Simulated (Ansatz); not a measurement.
Cl₂H₄OSi₂ (SMILES O[SiH](Cl)[SiH2]Cl)

The calculation's input:

```
crystal:
  periodic: [false, false, false]
  atoms:
    - {symbol: O, position_ang: [-1.849997, 0.527509, -0.536347]}
    - {symbol: Si, position_ang: [-0.875381, -0.609484, 0.121134]}
    - {symbol: Cl, position_ang: [-0.604979, -2.205630, -1.152949]}
    - {symbol: Si, position_ang: [1.252730, 0.311205, 0.474689]}
    - {symbol: Cl, position_ang: [1.577606, 1.465121, -1.214965]}
    - {symbol: H, position_ang: [-1.484066, 1.057265, -1.249307]}
    - {symbol: H, position_ang: [-1.574417, -1.109291, 1.323944]}
    - {symbol: H, position_ang: [2.335675, -0.697250, 0.564861]}
    - {symbol: H, position_ang: [1.311330, 1.214356, 1.651842]}
basis:
  gaussian: {orbitals: def2-TZVPP}
hamiltonian: {xc: pbe0, dispersion: d4}
output: {orbitals: {seedname: orbitals}}
```

Run with:

```sh
ansatz run in.yaml --threads 4 --pin off --events-out ev --progress --plain --max-ram 10444MiB
```

Geometry: PBE0-D4/def2-TZVP.

All numbers below come from RKS PBE0-D4/def2-TZVPP (Ansatz 0.2.0).

### What will maps of the electron density and electron localisation function show?

Si–Cl (2.06 Å): ρ at the midpoint is about 0.9 e/Å³; the ELF peaks at about 0.85 between the atoms; a polar covalent bond.
Si–Si (2.35 Å): ρ is about 0.67 e/Å³ halfway; the ELF peaks at about 1 between the atoms (a covalent bond).

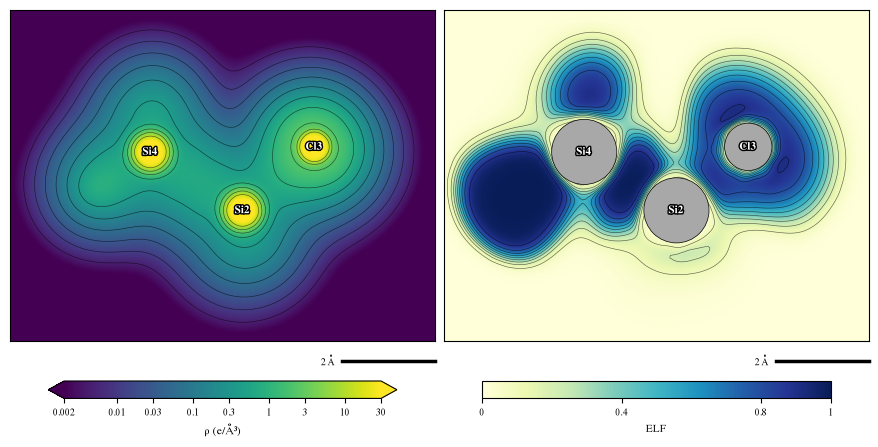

Computed electron density and electron localisation function on the plane of atoms Cl3, Si2 and Si4, in this order. Grey discs cover the atomic cores in the ELF map. 
